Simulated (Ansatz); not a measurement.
PtS2: Pt → Ag

Start from PtS₂ in the CdI2 type structure (space group P-3m1, No. 164; a = 3.584 Å, c = 4.656 Å; layered, stacked along the Cartesian z axis).

The change: full substitution Pt → Ag, then cell and atoms are relaxed.

Calculations: Kohn–Sham DFT with the PBE-D3(BJ) functional, run in Ansatz (a quantum-chemistry and plane-wave program) with PAW and 420 eV plane waves, spin-orbit coupling left out, earlier PAW set. Γ-centred 15×15×11 mesh, Fermi–Dirac width 0.05 eV, for the changed cell.

The volume per atom goes up by 0.09 Å³ to 17.35 Å³ and the c/a ratio falls by 0.093 (1.299 → 1.206). The space group remains P-3m1 (No. 164) and the shortest interatomic distance goes up by 0.128 Å, from 2.395 Å to 2.523 Å. The band gap stays zero.

Final structure:

```
AgS2
1.0
    3.67999     0.00000     0.00000
   -1.83999     3.18696     0.00000
    0.00000     0.00000     4.43754
Ag S
1 2
Direct
  0.00000   0.00000   0.00000
  0.66667   0.33333   0.30642
  0.33333   0.66667   0.69358
```

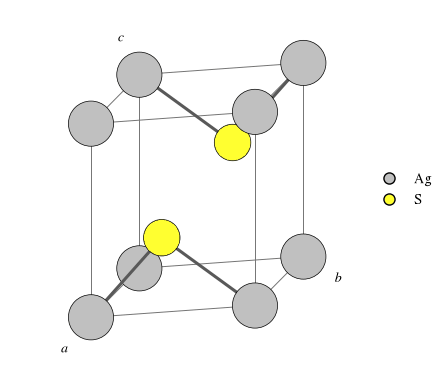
Fig. 1. The relaxed conventional cell after the change

With Pt present, leaving out spin-orbit coupling can change the band edges. Whether these cells are dynamically stable was not tested. As relaxed here, AgS2 is a hypothetical phase, not in the database extracts checked. All final runs are without spin polarisation. An odd electron count without spin: AgS2. A zero or small gap of PtS2 can be the functional's error rather than a property of the material.
